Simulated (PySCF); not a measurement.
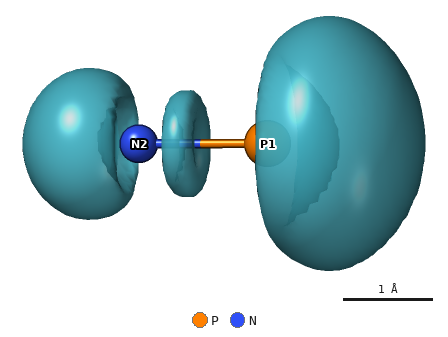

Figure. PN. Isosurface of the electron localisation function at 0.8 (cyan), seen from one side. Only the valence region is drawn (cores and ρ < 0.01 e/Å³ removed).

Level of theory: PBE0/6-311G(d,p), non-relativistic, at a bond length of 1.488 Å in PySCF 2.14.0.

### Where are the electrons localised?

At this value the surface marks out one region between bonded N–P atoms (shared pairs), one lobe on N, pointing away from the bonds (lone pairs) and one lobe on P, pointing away from the bonds (lone pairs). Profiles from the grid: P–N (1.49 Å): the ELF peaks at about 0.85 between the atoms, as expected for a polar covalent bond.
